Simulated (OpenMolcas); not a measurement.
**How basis sets differ on P4 (PPPP tetrahedron)**

The species is P4 (4 atoms), meant as a singlet with charge 0. Geometry: relaxed at GFN2-xTB.

```xyz
4

P     1.2373    0.5087    0.0149
P    -0.5339    0.0901    1.2233
P     0.0501   -1.2845   -0.3712
P    -0.7536    0.6857   -0.8670
```

Each level gives the HOMO–LUMO gap (eV). The values are calculated.

```tsv
level	kind	program	value (eV)	CPU time
HF/STO-3G	Hartree–Fock	OpenMolcas	14.08	2.3 s
HF/3-21G	Hartree–Fock	OpenMolcas	12.51	2.7 s
HF/def2-SVP	Hartree–Fock	OpenMolcas	12.71	5.2 s
HF/6-311G**	Hartree–Fock	OpenMolcas	11.96	14 s
```

The values span 11.96 to 14.08 eV. A Hartree–Fock LUMO above zero doesn't converge with the basis: it sinks as sets grow more diffuse. Orbital gaps aren't excitation energies. CPU times are rough (shared hosts, several kinds of processor): they show what a rung costs within a factor of a few.

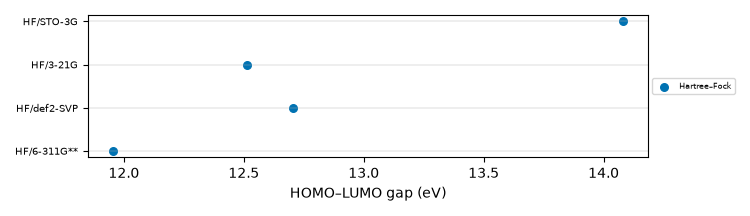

The values of the table, level by level.
